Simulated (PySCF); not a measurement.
## Single-point calculation, with input and output: NiI$_{2}$

NiI$_{2}$, multiplicity 3, computed with UKS-based CAM-B3LYP, Ni def2-SVP, I def2-SVP with ECP28; non-relativistic Hamiltonian with a scalar-relativistic core potential; density fitting (PySCF 2.14.0).

The geometry comes from this level: PBE0.

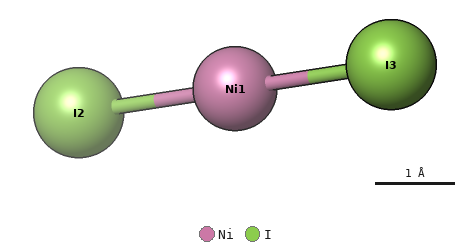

Figure 1. The structure as given in the input (ball-and-stick view, seen at a tilt; atoms are numbered from 1 in the order of the input). Sticks mark near contacts. Bond lengths as drawn: I–Ni 2.41 Å.

Results in brief

| quantity | value |
| --- | --- |
| outcome | converged |
| total energy | −2103.698107 hartree |
| ⟨S²⟩ | 2.004 |
| dipole moment | 0.00 D |
| hardware | 2 threads of Intel Xeon (Granite Rapids), 16 GiB of memory available, shared host |
| wall time | 9 s (CPU time 18 s) |
| peak memory | 0.82 GiB |

Input
```python
from pyscf import gto, scf, dft
mol = gto.M(atom='''
Ni    -0.000000     0.000000     0.000000
I      2.411299    -0.000000    -0.000000
I     -2.411299     0.000000     0.000000''',
    basis={'Ni': 'def2-SVP', 'I': 'def2-SVP'},
    ecp={'I': 'def2-SVP'},
    charge=0, spin=2)
mf = dft.UKS(mol, xc='CAMB3LYP')
mf.grids.atom_grid = (75, 302)
aux = {'Ni': 'def2-universal-JKFIT', 'I': 'def2-universal-JKFIT'}
mf = mf.density_fit(auxbasis=aux)
mf.conv_tol = 1e-09
mf.diis_space = 10
mf.max_cycle = 60
mf.verbose = 4
mf.kernel()
```

The script is an equivalent of the set-up of the self-consistent field. The run itself was carried out by a driver, which started from the orbitals of the step before it where there was one and computed the further properties.

Run as:
```bash
OMP_NUM_THREADS=2 python axn.py task.json out
```

Log
```
init E= -2103.69765337066
  alpha nocc = 40  HOMO = -0.330845651090833  LUMO = -0.000944324118343332
  beta  nocc = 38  HOMO = -0.332940656210602  LUMO = -0.119064583108106
  HOMO = -0.330845651091  LUMO = -0.119064583108  gap/eV = 5.76286
cycle= 1 E= -2103.69763703186  delta_E= 1.63e-05  |g|= 0.0374  |ddm|= 0.0609
  alpha nocc = 40  HOMO = -0.330475455652602  LUMO = -0.00530846120944517
  beta  nocc = 38  HOMO = -0.332975020713611  LUMO = -0.14267322057099
  HOMO = -0.330475455653  LUMO = -0.142673220571  gap/eV = 5.11036
cycle= 2 E= -2103.69529601281  delta_E= 0.00234  |g|= 0.0906  |ddm|= 0.0905
  alpha nocc = 40  HOMO = -0.330555196728806  LUMO = -0.00189540609646599
  beta  nocc = 38  HOMO = -0.332688550172007  LUMO = -0.125624495917132
  HOMO = -0.330555196729  LUMO = -0.125624495917  gap/eV = 5.57645
cycle= 3 E= -2103.69810501317  delta_E= -0.00281  |g|= 0.00193  |ddm|= 0.0653
  alpha nocc = 40  HOMO = -0.330484889594112  LUMO = -0.00194731344654286
  beta  nocc = 38  HOMO = -0.332664515583778  LUMO = -0.125745612496695
  HOMO = -0.330484889594  LUMO = -0.125745612497  gap/eV = 5.57124
cycle= 4 E= -2103.69810676158  delta_E= -1.75e-06  |g|= 0.000654  |ddm|= 0.00279
  alpha nocc = 40  HOMO = -0.330543531754628  LUMO = -0.00195182640275959
  beta  nocc = 38  HOMO = -0.33273045132065  LUMO = -0.12574094019219
  HOMO = -0.330543531755  LUMO = -0.125740940192  gap/eV = 5.57296
cycle= 5 E= -2103.69810698168  delta_E= -2.2e-07  |g|= 0.000451  |ddm|= 0.00104
  alpha nocc = 40  HOMO = -0.330532377664062  LUMO = -0.0019842623655606
  beta  nocc = 38  HOMO = -0.332737664053418  LUMO = -0.125814286791901
  HOMO = -0.330532377664  LUMO = -0.125814286792  gap/eV = 5.57066
cycle= 6 E= -2103.69810712677  delta_E= -1.45e-07  |g|= 9.89e-05  |ddm|= 0.00079
  alpha nocc = 40  HOMO = -0.330527324299591  LUMO = -0.00198680488046676
  beta  nocc = 38  HOMO = -0.332741121367114  LUMO = -0.125814791466147
  HOMO = -0.3305273243  LUMO = -0.125814791466  gap/eV = 5.57051
cycle= 7 E= -2103.69810717299  delta_E= -4.62e-08  |g|= 6.84e-05  |ddm|= 0.000456
  alpha nocc = 40  HOMO = -0.330531607044483  LUMO = -0.00199207558449643
  beta  nocc = 38  HOMO = -0.332748006158179  LUMO = -0.125818830825116
  HOMO = -0.330531607044  LUMO = -0.125818830825  gap/eV = 5.57052
cycle= 8 E= -2103.69810719971  delta_E= -2.67e-08  |g|= 6.36e-05  |ddm|= 0.000329
  alpha nocc = 40  HOMO = -0.330529320293547  LUMO = -0.00198576397460215
  beta  nocc = 38  HOMO = -0.332743550883896  LUMO = -0.125806133311858
  HOMO = -0.330529320294  LUMO = -0.125806133312  gap/eV = 5.57080
cycle= 9 E= -2103.69810723721  delta_E= -3.75e-08  |g|= 3.88e-05  |ddm|= 0.000713
  alpha nocc = 40  HOMO = -0.330534343304453  LUMO = -0.00198118444423301
  beta  nocc = 38  HOMO = -0.332742385903834  LUMO = -0.125798252779462
  HOMO = -0.330534343304  LUMO = -0.125798252779  gap/eV = 5.57115
cycle= 10 E= -2103.69810724648  delta_E= -9.27e-09  |g|= 1.34e-05  |ddm|= 0.000486
  alpha nocc = 40  HOMO = -0.330534745277057  LUMO = -0.00197943936924361
  beta  nocc = 38  HOMO = -0.332741783678855  LUMO = -0.125790968756877
  HOMO = -0.330534745277  LUMO = -0.125790968757  gap/eV = 5.57136
```

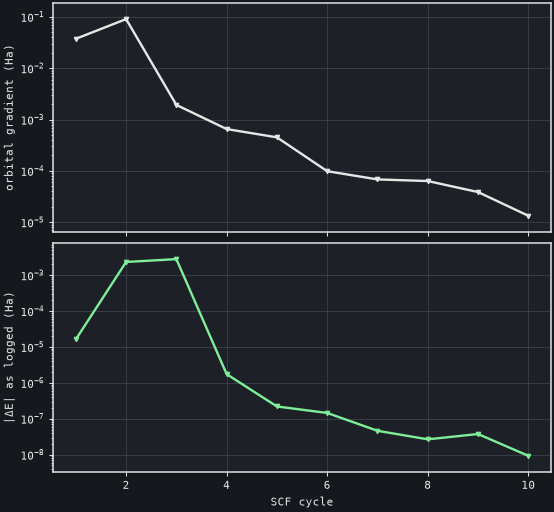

Figure 2. Convergence of the self-consistent field: orbital gradient and size of the energy change against the SCF cycle. The residual comes down, with one marked jump up, by a factor of about 2.5, at step 2.

```
Extra cycle  E= -2103.69810724647  delta_E= 1.09e-11  |g|= 2.17e-05  |ddm|= 3.23e-05
converged SCF energy = -2103.69810724647  <S^2> = 2.0044837  2S+1 = 3.0029876
```

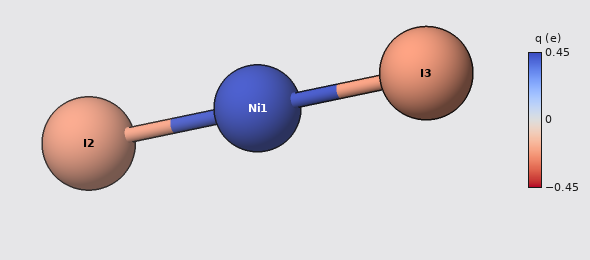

Figure 3. Mulliken charges, as the colour of each atom (ball-and-stick view, seen at a tilt; atoms are numbered from 1 in the order of the input). By element: Ni +0.43 and I −0.22 e.
